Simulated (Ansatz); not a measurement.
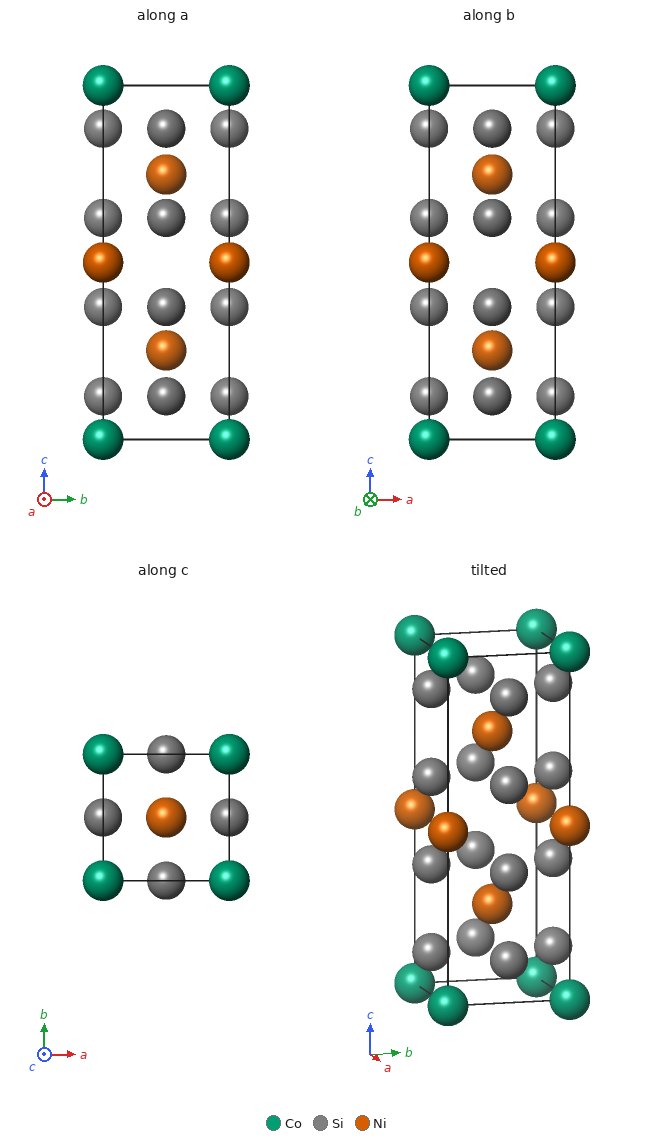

Spheres-only drawing of the structure, looking along the a axis, along the b axis, along the c axis and slightly off an axis. Atoms at the boundary of the conventional unit cell (the box) are drawn once for each face, edge or corner they touch.

Lattice parameters: a = 3.837 Å, b = 3.837 Å, c = 10.753 Å, α = 90.00°, β = 90.00°, γ = 90.00°.

> Express the structure as a table of Wyckoff sites, with free fractional coordinates to two decimals.

Space group P4/mmm (No. 123).
```csv
atom,site,x,y,z
Co,1a,0.00,0.00,0.00
Si,4i,0.00,0.50,0.37
Si,4i,0.00,0.50,0.88
Ni,2h,0.50,0.50,0.25
Ni,1b,0.00,0.00,0.50
```

The cell started as a structure type filled with these elements by a generator (whether the compound takes this form wasn't checked). The picture shows the end point of a geometry optimisation with DFT PBE, scalar-relativistic, plane waves, PAW in Ansatz 0.2.0.
